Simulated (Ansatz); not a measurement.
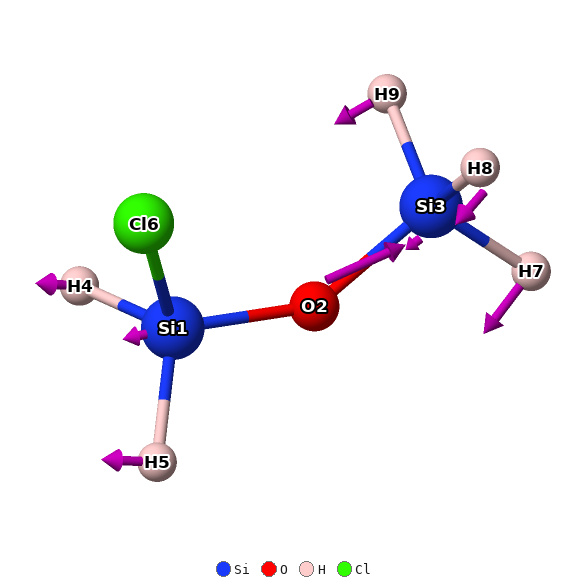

The arrows show one normal mode. Harmonic vibrations computed with RKS PBE0-D4/def2-TZVP (Ansatz 0.2.0) at a stationary point of the same level.

### What kind of motion is it?

Mostly out-of-phase stretching of 2 O–Si bonds.

### Estimate its harmonic wavenumber.

1136 cm⁻¹; it is mode 16 of 21 counted from the lowest.
